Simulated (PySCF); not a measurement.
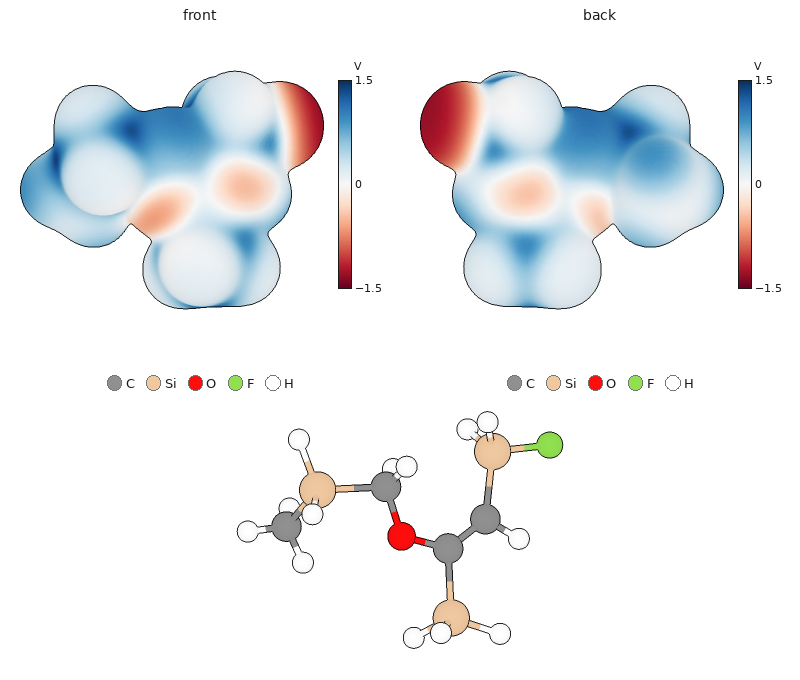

Figure. C4H13FOSi3 (SMILES C[SiH2]CO/C([SiH3])=C\[SiH2]F). The molecular electrostatic potential painted on the density surface at 0.002 e/bohr³, seen from the front and from behind; the colour scale runs from red (negative) to blue (positive). The bare structure is drawn below in the same view.

Geometry: GFN2-xTB.

The calculation used PBE0/pcSseg-1, SCF density, gas phase, non-relativistic in PySCF 2.14.0.

```xyz
22

C     3.0945   -0.3558    0.9886
Si    2.4920    0.7434   -0.4337
C     0.5871    0.8726   -0.3094
O     0.1248   -0.4643   -0.4114
C    -1.1909   -0.7708   -0.2951
Si   -1.3101   -2.6538   -0.5060
C    -2.2285    0.0464   -0.0730
Si   -2.4047    1.8874    0.1858
F    -4.0006    2.0957    0.3351
H     2.6109   -1.3286    0.9542
H     2.8732    0.0883    1.9561
H     4.1675   -0.5158    0.9382
H     2.8180    0.1463   -1.7320
H     3.0425    2.1021   -0.3407
H     0.1606    1.4797   -1.1122
H     0.2633    1.3121    0.6377
H    -0.4521   -3.2791    0.5027
H    -0.8284   -3.0028   -1.8432
H    -2.7031   -3.0656   -0.3281
H    -3.1805   -0.4700   -0.0212
H    -1.8862    2.4068    1.4501
H    -2.0597    2.7455   -0.9439
```

**Which sites attract a positive test charge, and which a negative one?**

A positive charge is drawn to the negative regions and a negative charge to the positive ones. The most negative region (about −1.3 V) lies over F9, the most positive (about +1.3 V) over Si2, Si6 and Si8.

**How polar is the molecule by this calculation?**

Its dipole moment is 2.71 D.
